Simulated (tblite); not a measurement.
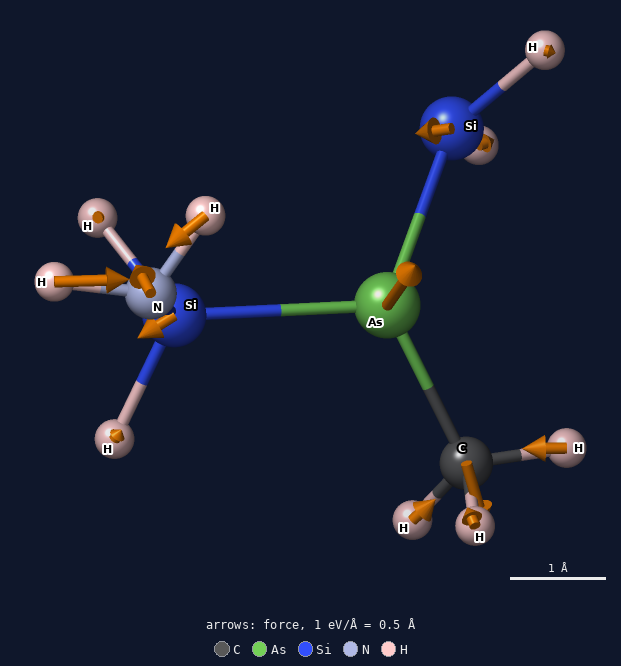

Starting geometry of CH$_{9}$AsNSi$_{2}$ (multiplicity 2) with the computed forces as orange arrows. Style: ball-and-stick. Shown from a free direction.

Theory: tblite, GFN2-xTB geometry optimisation, gas phase. 

**Is this structure relaxed? If not, where do the atoms go?**

It isn't relaxed: the largest force vector, on the As atom, is 2.24 eV/Å. The final displacements have little in common with the starting forces (cosine between the two patterns 0.13). An H atom moves most after the best rigid fit: 1.52 Å. By element the largest moves are H 1.52 Å, N 0.78 Å, As 0.71 Å, Si 0.56 Å, C 0.43 Å. Some distances before and after: As–Si 2.270 → 2.325 Å, N–Si 1.781 → 1.728 Å, As–C 1.933 → 1.980 Å, H–N 1.050 → 1.007 Å. Among the angles between lasting bonds that change: C–As–Si 116.4° → 97.5°, Si–As–Si 115.0° → 99.3°, Si–N–H 106.5° → 118.1°. Over 170 geometry steps the energy falls by 100.7 kJ/mol. Cost: 1 s on 1 thread of Arm Neoverse V2, with other jobs on the host.
